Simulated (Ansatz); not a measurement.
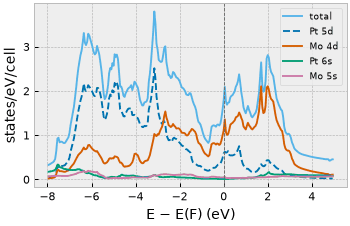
Figure: Total and projected density of states of MoPt (L1₀ or tetragonal B2, P4/mmm), the program Ansatz at the r²SCAN level (PAW)

### Question
Which orbitals carry the states next to the Fermi level?

### Answer
Within 0.5 eV of the Fermi level: Mo 4d 65 %, Pt 5d 29 %. Projections are on Löwdin-orthogonalised atomic valence shells; empty p or d shells of many metals are not among them.

### Question
Where is the tallest occupied peak in this window, and what makes it?

### Answer
Near -3.1 eV, about 3.8 states/eV per cell; the largest projected share is Pt 5d.

The start of the workflow was typed in or built on a structure type; neither database checked (COD, Materials Project) lists it. Its standing as an ambient phase is unchecked. Symmetry was held in the r²SCAN relaxation; its stability against distortions is not shown here. No spin polarisation was allowed. Spin–orbit coupling is left out wherever it is not named.

Potentials: the earlier of the program's two PAW sets.
